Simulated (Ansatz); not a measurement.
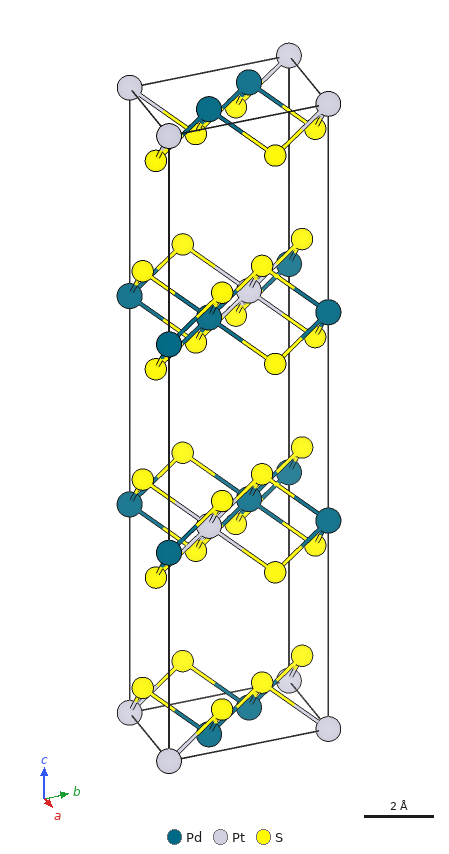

Ball-and-stick representation of a periodic structure, projected slightly off an axis. The conventional unit cell is drawn as a box.

Pd₂PtS₆, space group R-3 (No. 148), a = 6.171 Å, b = 6.171 Å, c = 18.854 Å, α = 90.00°, β = 90.00°, γ = 120.00°. Its origin is a structure type filled with these elements by a generator (whether the compound takes this form wasn't checked). Earlier steps of the study may have refined or changed the cell and positions. An electronic-structure calculation with Ansatz was run on it.

This one geometry was computed with Ansatz (DFT, plane waves, PAW) at three levels of theory: PBE, r2SCAN and LDA.

Q: Which level gives the highest pressure at this volume, and what does that say about its equilibrium volume?

A: Highest: PBE (0.0 GPa), which points to the largest equilibrium volume. Lowest, with the smallest volume: LDA (-5.7 GPa). Levels within 0.5 GPa of each other can't be told apart.

Q: How does the band gap change with the level of theory?

A: LDA: a gap of 0.93 eV, indirect; PBE: a gap of 1.03 eV, indirect; r2SCAN: a gap of 1.18 eV, indirect.

Q: Collect the results in a table.

A:
| level | cutoff (eV) | k-mesh of the run's cell | gap (eV) | pressure (GPa) |
| --- | --- | --- | --- | --- |
| PBE | 420 | 6×6×6 | 1.03 | 0.0 |
| r2SCAN | 500 | 6×6×6 | 1.18 | -1.8 |
| LDA | 420 | 6×6×6 | 0.93 | -5.7 |

Gaps are taken on the k-mesh or band path of each run.
